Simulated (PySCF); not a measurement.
# One shape, several levels: SiH2OF2 (SMILES O[SiH](F)F)

We compute a comparison of 6 runs (UHF/CRENBL, RPA@M06-L/cc-pV(D+d)Z, MP2/x2c-TZVPall, MP2/cc-pVTZ) of SiH2OF2. The job is set up through a Python script.

The results are computed with PySCF 2.14.0.

7 further runs of the same task are left out: 2 that didn't finish, 5 set aside as unsound or not needed.

## Step 1: The molecule

The species is SiH2OF2 (6 atoms), meant as a singlet with charge 0. SMILES: `O[SiH](F)F`. The shape is that of a PBE0-D4/def2-TZVP optimisation. This is one conformer, not always the lowest.

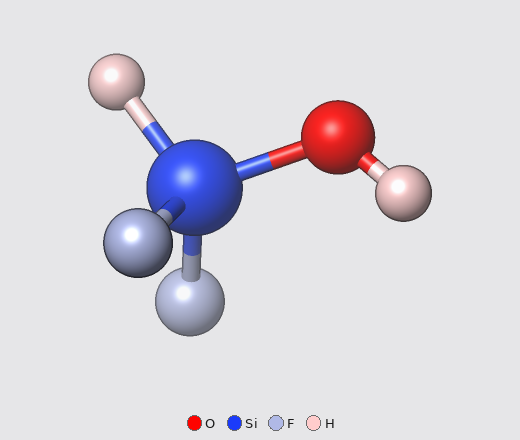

The structure, seen from a chosen angle (oxygen red, silicon blue, fluorine light blue, hydrogen pink).

## Step 2: A stability test at UHF/CRENBL (core potential) (run 1)

run.py

```python
# O[SiH](F)F
from pyscf import gto, scf

mol = gto.M(
    atom=[
    ('O', (0.027700, 1.137900, -0.556400)),
    ('Si', (0.121400, -0.236200, 0.285200)),
    ('F', (0.731800, -1.405100, -0.592400)),
    ('F', (-1.315500, -0.739700, 0.722100)),
    ('H', (-0.477400, 1.183000, -1.369500)),
    ('H', (0.954100, -0.003800, 1.464900)),
],
    max_memory=1860,
    basis='crenbl',
    charge=0,
    verbose=4,
    ecp={'O': 'crenbl', 'Si': 'crenbl', 'F': 'crenbl'},
)

myscf = scf.UHF(mol)
myscf.kernel()

e_tot = myscf.e_tot
print('E(%s) = %.9f' % ('HF', e_tot))
mo_i, mo_e, stable_i, stable_e = myscf.stability(internal=True, external=True, return_status=True)
print('stable: internal', stable_i, 'external', stable_e)
```

Launch:

```
$ OMP_NUM_THREADS=1 python run.py
```

Log:

```text
PySCF version 2.14.0

[... 82 lines left out ...]
converged SCF energy = -68.5025684644947  <S^2> = 9.5656816e-11  2S+1 = 1
[... 7 lines left out ...]
stable: internal True external True
```

Run time: 8.7 s. Hardware: 1 thread of Intel Xeon Platinum 8259CL at 2.50GHz (Skylake/Cascade Lake), shared host; peak memory 0.14 GiB.

## Step 3: A stability test at UHF/CRENBL (density fitting with aug-cc-pvtz-jkfit, core potential) (run 2)

run.py

```python
# O[SiH](F)F
from pyscf import gto

molecule = gto.Mole()
molecule.atom = [
    ('O', (0.027700, 1.137900, -0.556400)),
    ('Si', (0.121400, -0.236200, 0.285200)),
    ('F', (0.731800, -1.405100, -0.592400)),
    ('F', (-1.315500, -0.739700, 0.722100)),
    ('H', (-0.477400, 1.183000, -1.369500)),
    ('H', (0.954100, -0.003800, 1.464900)),
]
molecule.basis = 'crenbl'
molecule.verbose = 4
molecule.charge = 0
molecule.max_memory = 1860
molecule.ecp = {'O': 'crenbl', 'Si': 'crenbl', 'F': 'crenbl'}
molecule.build()

mf = molecule.UHF()
mf = mf.density_fit(auxbasis='aug-cc-pvtz-jkfit')
mf.kernel()

e_tot = mf.e_tot
print('E(%s) = %.9f' % ('HF', e_tot))
mo_i, mo_e, stable_i, stable_e = mf.stability(internal=True, external=True, return_status=True)
print('stable: internal', stable_i, 'external', stable_e)
```

Launch:

```
$ OMP_NUM_THREADS=1 python run.py
```

Log:

```text
PySCF version 2.14.0

[... 83 lines left out ...]
converged SCF energy = -68.5025567771872  <S^2> = 9.56355e-11  2S+1 = 1
[... 7 lines left out ...]
stable: internal True external True
```

It took 17 s on 1 thread of Intel Xeon Platinum 8259CL at 2.50GHz (Skylake/Cascade Lake), shared host; peak memory 0.15 GiB.

Runs 3 to 5 aren't shown in full; the table further down has their settings and results.

## Step 4: The energy at MP2/cc-pVTZ (run 6)

input.py

```python
from pyscf import gto, mp

mol = gto.Mole()
mol.atom = '''
O        0.027700       1.137900      -0.556400
Si       0.121400      -0.236200       0.285200
F        0.731800      -1.405100      -0.592400
F       -1.315500      -0.739700       0.722100
H       -0.477400       1.183000      -1.369500
H        0.954100      -0.003800       1.464900
'''
mol.verbose = 3
mol.basis = 'cc-pvtz'
mol.spin = 0
mol.max_memory = 1860
mol.build()

mf = mol.RHF()
mf.conv_tol = 1e-06
mf.diis_space = 12
mf.init_guess = 'sap'
mf.kernel()

pt = mp.MP2(mf).run()
etot = pt.e_tot
print(f'total energy: {etot:.8f} hartree')
```

Launch:

```
$ OMP_NUM_THREADS=1 python input.py
```

Log:

```text
Found SAP basis sapgrasplarge
converged SCF energy = -564.160842709932
E(RMP2) = -565.120132583223  E_corr = -0.959289873290929
E(SCS-RMP2) = -565.097650981546  E_corr = -0.936808271613304
total energy: -565.12013258 hartree
```

Run time: 10 s. Hardware: 1 thread of Intel Xeon Platinum 8259CL at 2.50GHz (Skylake/Cascade Lake), shared host; peak memory 0.92 GiB.

## Step 5: The series

```tsv
run	level	integral approximation	Cartesian functions	energy (Eh)	dipole moment (D) of the reference	HOMO energy (eV)	LUMO energy (eV)	wall time
1	UHF/CRENBL (core potential)	none	no	-68.502568	1.28	-15.25	3.47	8.7 s
2	UHF/CRENBL (density fitting with aug-cc-pvtz-jkfit, core potential)	aug-cc-pvtz-jkfit	no	-68.502557	1.28	-15.25	3.47	17 s
3	UHF/CRENBL (density fitting with aug-cc-pvtz-jkfit, core potential, Cartesian functions)	aug-cc-pvtz-jkfit	yes	-68.502541	1.28	-15.25	3.47	25 s
4	RPA@M06-L/cc-pV(D+d)Z (density fitting with cc-pvqz-jkfit)	cc-pvqz-jkfit	no	-564.936197	1.29	-8.64	0.85	12 s
5	MP2/x2c-TZVPall	none	no	-565.093623	1.20	-14.80	3.41	9.6 s
6	MP2/cc-pVTZ	none	no	-565.120133	1.21	-14.76	3.66	10 s
```

## Step 6: Summary of results

| quantity | value |
| --- | --- |
| run 6: total energy | -565.12013 Eh |
| run 6: dipole moment (Hartree–Fock density) | 1.21 D |
| run 6: HOMO energy (Hartree–Fock orbitals) | -14.76 eV |
| run 6: LUMO energy (Hartree–Fock orbitals) | 3.66 eV |
| run 6: HOMO–LUMO gap (Hartree–Fock orbitals) | 18.42 eV |
| run 6: correlation energy | -959.3 mEh |

In words: Some runs of one species differ in core potentials or relativity; totals across that change don't compare. In run 5 relativity is left out where basis or elements ask for it. All runs together took 83 s, the longest 25 s.
